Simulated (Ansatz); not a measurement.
# GeHSCl2F (SMILES [F][Ge]([SH])([Cl])[Cl]): PBE0/cc-pVDZ

What is the vertical ionisation energy of GeHSCl2F at PBE0/cc-pVDZ? 

The results are computed with Ansatz 0.2.0.

72 further runs of the same task are left out: 72 set aside as unsound or not needed. Runs told in other sessions of the task aren't counted.

## (1) The molecule

GeHSCl2F has 6 atoms, charge 0, and is taken as a singlet. As SMILES, `[F][Ge]([SH])([Cl])[Cl]`. The shape is that of a PBE0-D4/def2-TZVP optimisation. This is one conformer, not always the lowest.

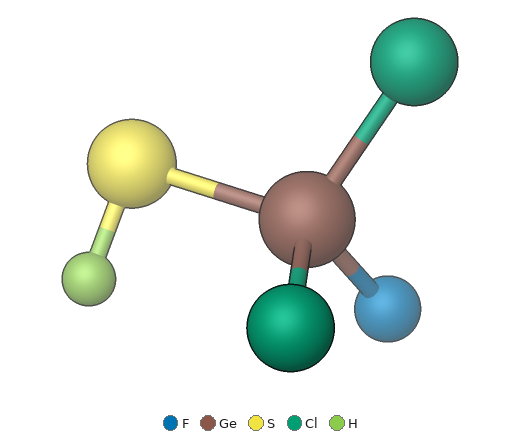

Viewed from a chosen angle; fluorine blue, germanium brown, sulfur yellow, chlorine teal, hydrogen green.

## (2) The energy at PBE0/cc-pVDZ

File in.yaml:

```yaml
crystal:
  periodic: [false, false, false]
  atoms:
    - {symbol: F, position_ang: [1.026900, -1.407000, -0.691200]}
    - {symbol: Ge, position_ang: [-0.148100, -0.195600, -0.359900]}
    - {symbol: S, position_ang: [-0.244400, 0.240000, 1.774800]}
    - {symbol: Cl, position_ang: [-2.016500, -0.953000, -0.997700]}
    - {symbol: Cl, position_ang: [0.438900, 1.465300, -1.540500]}
    - {symbol: H, position_ang: [0.985300, 0.786300, 1.768500]}
basis:
  gaussian: {orbitals: cc-pVDZ}
hamiltonian: {xc: pbe0}
accuracy: high
output: {orbitals: {seedname: orbitals}}
```

Command:

```
$ ansatz run in.yaml --threads 1 --pin off --max-ram 2610MiB --events-out events.jsonl --progress --plain --runs-dir runs
```

Log:

```text
Warning: RAYON_NUM_THREADS=1 ignored (pool sized by the plan → 1); use --threads N
Functional definition: PBE0
  name "PBE0"
  parameter a = 0.25
  parameter kappa = 0.804
  parameter beta = 0.06672455060314922
  exchange = (1 - a)*pbe_x(kappa = kappa, mu = beta*pi^2/3) + a*exact_x
  correlation = pbe_c(beta = beta)
2231 factors; integrals over basis functions are off by at most 4.4e-9 eV
mean field evaluation 1: about -95111.7156 eV, gradient 3.4e1 eV
mean field evaluation 2: about -95108.4249 eV, gradient 5.8e1 eV
mean field evaluation 4: about -95113.9354 eV, gradient 1.5e0 eV
mean field evaluation 8: about -95114.0862 eV, gradient 8.3e-2 eV
mean field evaluation 16: about -95114.0862 eV, gradient 1.6e-5 eV
mean field -95114.08622155 eV, -3495.3781979986 hartree, gradient 9.0e-8 eV, S^2 0.000000; 0 other end points of the search recorded, 0 dependent functions left out
reference -95114.08622382 eV, -3495.3781980821 hartree; 46, 46 occupied and 54, 54 virtual orbitals, 2231 factors
Total energy: -95114.08622382 eV, -3495.3781980821 hartree
```

Wall time 19 s (1 thread of Arm Neoverse V2, shared host); peak memory 0.46 GiB.

## (3) The doublet cation, same level

File job.yaml:

```yaml
crystal:
  periodic: [false, false, false]
  atoms:
    - {symbol: F, position_ang: [1.026900, -1.407000, -0.691200]}
    - {symbol: Ge, position_ang: [-0.148100, -0.195600, -0.359900]}
    - {symbol: S, position_ang: [-0.244400, 0.240000, 1.774800]}
    - {symbol: Cl, position_ang: [-2.016500, -0.953000, -0.997700]}
    - {symbol: Cl, position_ang: [0.438900, 1.465300, -1.540500]}
    - {symbol: H, position_ang: [0.985300, 0.786300, 1.768500]}
basis:
  gaussian:
    orbitals: cc-pVDZ
total_charge: 1
magnetization:
  spin_polarized: true
  initial_magnetization: 1
hamiltonian:
  xc: pbe0
accuracy: high
output:
  orbitals: {seedname: orbitals}
```

Command:

```
$ ansatz run job.yaml --threads 1 --pin off --max-ram 2610MiB --events-out events.jsonl --progress --plain --runs-dir runs
```

Log, cut to the lines that bear on the results:

```text
Warning: RAYON_NUM_THREADS=1 ignored (pool sized by the plan → 1); use --threads N
[... 7 set-up lines as earlier in the session ...]
2231 factors; integrals over basis functions are off by at most 4.4e-9 eV
mean field evaluation 1: about -95097.0305 eV, gradient 4.0e1 eV
mean field evaluation 2: about -95047.6845 eV, gradient 1.2e2 eV
mean field evaluation 4: about -95102.7011 eV, gradient 8.9e0 eV
mean field evaluation 8: about -95103.3446 eV, gradient 8.7e-1 eV
mean field evaluation 16: about -95103.3500 eV, gradient 7.4e-3 eV
mean field evaluation 32: about -95103.3500 eV, gradient 1.0e-5 eV
mean field evaluation 64: about -95103.1658 eV, gradient 1.2e0 eV
mean field -95103.35002458 eV, -3494.9836500372 hartree, gradient 4.1e-8 eV, S^2 0.755039; 8 other end points of the search recorded, 0 dependent functions left out
reference -95103.35002685 eV, -3494.9836501209 hartree; 46, 45 occupied and 54, 55 virtual orbitals, 2231 factors
Total energy: -95103.35002685 eV, -3494.9836501209 hartree
```

Wall time 77 s (1 thread of Arm Neoverse V2, shared host); peak memory 0.7 GiB.

## (4) Results

Level: PBE0/cc-pVDZ.

| quantity | value |
| --- | --- |
| singlet GeHSCl2F: total energy | -3495.37820 Eh |
| singlet GeHSCl2F: HOMO energy | -8.48 eV |
| singlet GeHSCl2F: LUMO energy | -1.72 eV |
| singlet GeHSCl2F: HOMO–LUMO gap | 6.76 eV |
| doublet cation: total energy | -3494.98365 Eh |
| doublet cation: HOMO energy (highest over α and β) | -14.43 eV |
| doublet cation: LUMO energy (lowest over α and β) | -12.88 eV |
| doublet cation: ⟨S²⟩ | 0.755 |
| vertical ionisation energy (to the doublet cation) | 10.736 eV |

What this shows: Removing an electron at fixed nuclei costs 10.74 eV (1036 kJ/mol). The negative HOMO energy of the first species, 8.48 eV, lies 2.26 eV below that difference.
